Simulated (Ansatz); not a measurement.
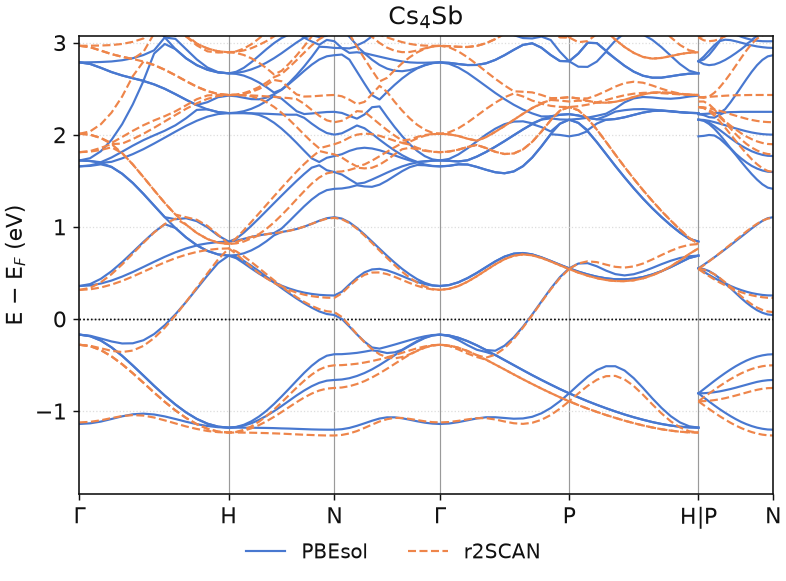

Band structures of Cs₄Sb, space group Im-3m (No. 229), 5 atoms in the cell, by two methods on the same cell. Each is counted from its own Fermi level.

Question: How do the methods compare?

Answer: Both give a metal. The 8 bands that come within 1 eV of the Fermi level differ by 0.08 eV on average and by 0.32 eV at most (at P).

Settings. PBEsol: DFT PBEsol, scalar-relativistic, plane waves, PAW, no spin polarisation, 6×6×6 k mesh, 420 eV cutoff (Ansatz). r2SCAN: DFT r2SCAN, scalar-relativistic, plane waves, PAW, no spin polarisation, 6×6×6 k mesh, 500 eV cutoff, Gaussian smearing of 0.1 eV (Ansatz).

The structure is an invented one, so it need not be a known or stable phase.
